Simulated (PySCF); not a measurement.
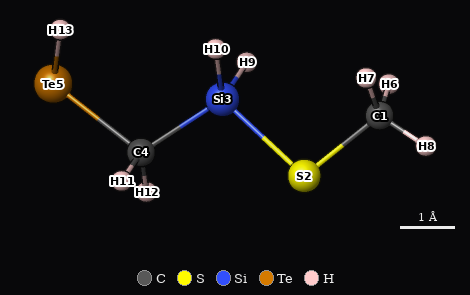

Fig. 1: The structure as given in the input (ball-and-stick view, seen at a tilt; atoms are numbered from 1 in the order of the input).

# C2H8SSiTe: geometry relaxation

The run: geometry relaxation of C2H8SSiTe. Method and program: PBE0-D3(BJ)/def2-SVP geometry optimisation, gas phase (PySCF 2.14.0).

## Input file
```
{"job": {"xc": "PBE0", "basis": "def2-SVP", "d3": "d3bj", "grid": 1, "maxiter": 30, "shake": 0.01, "kind": "geom"}, "charge": 0, "multiplicity": 1}
C      2.711420     0.343470     0.019570
S      1.428980    -0.901440     0.355150
Si    -0.301030     0.117180    -0.438190
C     -1.714160    -1.013440    -0.138470
Te    -3.551570    -0.188490    -1.000660
H      2.722670     0.575200    -1.052820
H      2.463810     1.272780     0.564640
H      3.657710    -0.025010     0.344840
H     -0.053520     0.369450    -1.833770
H     -0.425800     1.387790     0.292050
H     -1.919000    -1.212100     0.928880
H     -1.603090    -1.973160    -0.617300
H     -3.410590     1.230900    -0.156720
```

The first line tells a small driver script what to run in PySCF; the rest is the geometry in Å.

Hardware: 1 CPU thread, shared host.

Launched with:
```bash
OMP_NUM_THREADS=1 python <driver script> task.json out
```

## Output
```
step   0  E = -1036.12362084  max force = 0.029354
step   1  E = -1036.12808146  max force = 0.007032
step   2  E = -1036.12826694  max force = 0.001501
step   3  E = -1036.12829091  max force = 0.000701
step   4  E = -1036.12829512  max force = 0.000714
step   5  E = -1036.12829541  max force = 0.000336
optimisation converged
```

## Trajectory as extended XYZ (Å, eV, eV/Å), 6 frames, from step=0 to step=5
```
13
Properties=species:S:1:pos:R:3:forces:R:3 step=0 energy=-28194.35981
C     2.7114    0.3435    0.0196   -1.5095   0.8657  -0.3007
S     1.4290   -0.9014    0.3552   -0.0205  -0.2734   0.1359
Si   -0.3010    0.1172   -0.4382    0.9992  -0.4048   0.8773
C    -1.7142   -1.0134   -0.1385   -1.1421   0.3286   0.6139
Te   -3.5516   -0.1885   -1.0007    0.1138  -0.1873  -0.0341
H     2.7227    0.5752   -1.0528    0.2533  -0.0203  -0.0902
H     2.4638    1.2728    0.5646    0.2210  -0.1223  -0.0327
H     3.6577   -0.0250    0.3448    0.9956  -0.4750   0.3099
H    -0.0535    0.3695   -1.8338   -0.0115   0.2498  -1.0754
H    -0.4258    1.3878    0.2920   -0.2446   0.4492   0.1363
H    -1.9190   -1.2121    0.9289    0.1394   0.1208  -0.1589
H    -1.6031   -1.9732   -0.6173    0.1914  -0.6513  -0.4688
H    -3.4106    1.2309   -0.1567    0.0146   0.1204   0.0875
13
Properties=species:S:1:pos:R:3:forces:R:3 step=1 energy=-28194.48119
C     2.5003    0.1856   -0.1190    0.3616  -0.1201   0.1402
S     1.2641   -1.0915    0.2727   -0.0689   0.0091  -0.0328
Si   -0.4580   -0.1443   -0.5906   -0.0736   0.1449  -0.0842
C    -1.9416   -1.2496   -0.3154    0.0232  -0.1922  -0.1242
Te   -3.7625   -0.3626   -1.0875    0.0328   0.0169   0.0166
H     2.5611    0.3764   -1.1976   -0.0167   0.0033  -0.0932
H     2.2964    1.1243    0.4120   -0.0438   0.0529   0.0297
H     3.4812   -0.1979    0.2200   -0.2418   0.0691  -0.0741
H    -0.2628    0.1171   -2.0528    0.0389  -0.0644   0.0533
H    -0.7121    1.1756    0.0660    0.0512   0.0283   0.0341
H    -2.0855   -1.4973    0.7419   -0.0459  -0.0200   0.1265
H    -1.8297   -2.1993   -0.8670   -0.0144   0.0859   0.0212
H    -3.6087    0.9984   -0.1377   -0.0026  -0.0136  -0.0130
13
Properties=species:S:1:pos:R:3:forces:R:3 step=2 energy=-28194.48624
C     2.5068    0.1812   -0.1201    0.0772   0.0001   0.0112
S     1.2518   -1.0791    0.2750   -0.0114  -0.0083  -0.0002
Si   -0.4666   -0.1274   -0.5872   -0.0313   0.0699  -0.0140
C    -1.9420   -1.2506   -0.3154    0.0338  -0.0698   0.0490
Te   -3.7615   -0.3725   -1.0932   -0.0256   0.0149  -0.0205
H     2.5702    0.3635   -1.2028   -0.0117  -0.0014   0.0042
H     2.3081    1.1265    0.4055   -0.0113  -0.0045  -0.0114
H     3.4744   -0.2121    0.2227   -0.0337   0.0009  -0.0033
H    -0.2564    0.1213   -2.0464    0.0030  -0.0269   0.0042
H    -0.7066    1.1957    0.0725    0.0022  -0.0112  -0.0004
H    -2.0928   -1.5025    0.7443   -0.0032   0.0068  -0.0140
H    -1.8219   -2.1942   -0.8708    0.0122   0.0207  -0.0086
H    -3.6215    0.9850   -0.1390   -0.0002   0.0088   0.0037
13
Properties=species:S:1:pos:R:3:forces:R:3 step=3 energy=-28194.48689
C     2.5130    0.1761   -0.1204   -0.0223   0.0140  -0.0205
S     1.2442   -1.0693    0.2817   -0.0006  -0.0039   0.0065
Si   -0.4720   -0.1148   -0.5835   -0.0042   0.0198   0.0024
C    -1.9397   -1.2495   -0.3151   -0.0079   0.0051   0.0361
Te   -3.7640   -0.3764   -1.0995    0.0150  -0.0012   0.0061
H     2.5790    0.3478   -1.2048   -0.0009  -0.0027   0.0121
H     2.3189    1.1277    0.3954    0.0024  -0.0056  -0.0073
H     3.4732   -0.2241    0.2291    0.0259  -0.0117   0.0143
H    -0.2572    0.1246   -2.0427   -0.0018  -0.0053  -0.0078
H    -0.7131    1.2079    0.0753   -0.0090  -0.0068  -0.0069
H    -2.0937   -1.5055    0.7431   -0.0036   0.0045  -0.0168
H    -1.8094   -2.1882   -0.8751    0.0048  -0.0010  -0.0151
H    -3.6371    0.9785   -0.1383    0.0022  -0.0052  -0.0032
13
Properties=species:S:1:pos:R:3:forces:R:3 step=4 energy=-28194.48700
C     2.5172    0.1712   -0.1204   -0.0367   0.0010  -0.0156
S     1.2369   -1.0599    0.2909    0.0017   0.0069   0.0038
Si   -0.4765   -0.1046   -0.5804    0.0156  -0.0129   0.0074
C    -1.9386   -1.2472   -0.3156   -0.0027   0.0135   0.0145
Te   -3.7618   -0.3790   -1.1042   -0.0059   0.0022  -0.0030
H     2.5873    0.3301   -1.2063    0.0049  -0.0032   0.0039
H     2.3280    1.1300    0.3834    0.0061  -0.0002   0.0002
H     3.4724   -0.2335    0.2377    0.0231  -0.0046   0.0102
H    -0.2587    0.1286   -2.0401   -0.0006   0.0039  -0.0051
H    -0.7237    1.2176    0.0756   -0.0095   0.0011  -0.0066
H    -2.0965   -1.5071    0.7405    0.0027  -0.0042  -0.0047
H    -1.8006   -2.1819   -0.8806    0.0025  -0.0055  -0.0043
H    -3.6433    0.9706   -0.1353   -0.0011   0.0021  -0.0008
13
Properties=species:S:1:pos:R:3:forces:R:3 step=5 energy=-28194.48701
C     2.5204    0.1671   -0.1203   -0.0173  -0.0075  -0.0039
S     1.2323   -1.0524    0.3010    0.0019   0.0098   0.0008
Si   -0.4784   -0.0986   -0.5775    0.0116  -0.0164   0.0072
C    -1.9382   -1.2453   -0.3169   -0.0065   0.0144  -0.0067
Te   -3.7619   -0.3788   -1.1084    0.0022  -0.0023   0.0014
H     2.5952    0.3127   -1.2075    0.0040  -0.0027  -0.0010
H     2.3355    1.1327    0.3716    0.0035   0.0016   0.0016
H     3.4727   -0.2388    0.2462    0.0036   0.0023   0.0021
H    -0.2572    0.1322   -2.0373    0.0028   0.0039  -0.0002
H    -0.7332    1.2236    0.0752   -0.0045   0.0043  -0.0047
H    -2.0986   -1.5093    0.7375    0.0034  -0.0050   0.0025
H    -1.7951   -2.1772   -0.8854   -0.0042  -0.0031   0.0021
H    -3.6512    0.9668   -0.1330   -0.0006   0.0008  -0.0013
```

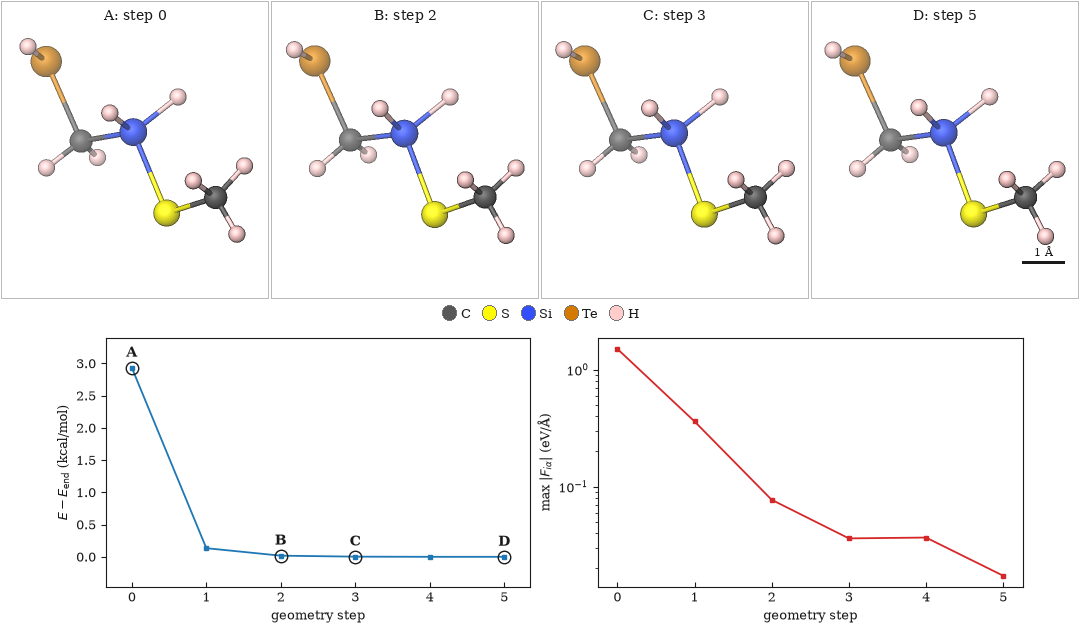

Fig. 2: Frames of the relaxation (ball-and-stick view, seen at a tilt) above the curves, on which the letters mark them (steps are counted from 0).

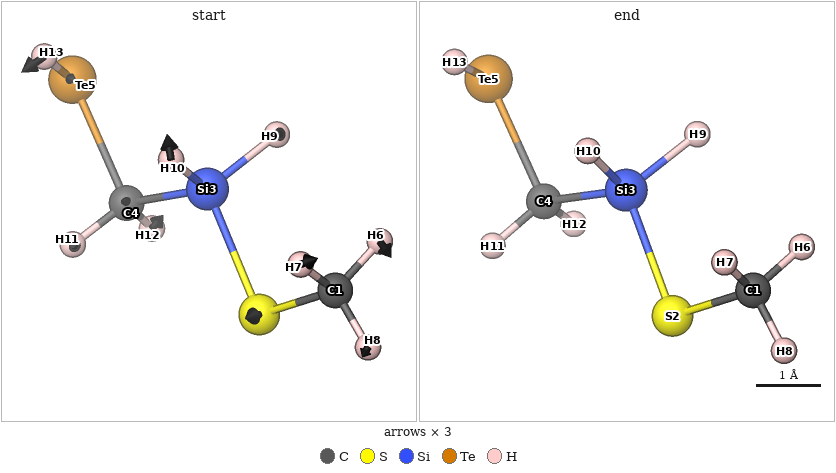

Fig. 3: Before (left) and after (right) the relaxation, at one scale (ball-and-stick view, seen at a tilt). The black arrows give the displacements, magnified 3 times. The largest move after the best rigid fit is that of H13, 0.15 Å. Largest moves by element: H 0.15 Å, S 0.12 Å, Te 0.05 Å, C 0.04 Å, Si 0.02 Å. Distances before and after: Si3–H9 1.440 → 1.494 Å, Si3–C4 1.834 → 1.874 Å, C1–H8 1.066 → 1.098 Å, Si3–H10 1.471 → 1.496 Å. Among the angles that change: S2–Si3–H10 107.0° → 110.5°, C4–Si3–H9 113.5° → 110.2°, Si3–C4–H12 113.4° → 110.2°. Over 5 geometry steps the energy falls by 2.93 kcal/mol. The largest force component goes from 1.5 to 0.017 eV/Å. (Atoms are counted from 1 in the order of the input.)

## Results in brief

| quantity | value |
| --- | --- |
| outcome | converged |
| total energy | −1036.128295 hartree |
| dipole moment | 0.91 D |
| point group | C1 |
| wall time | 44 s |
| peak memory | 0.55 GiB |
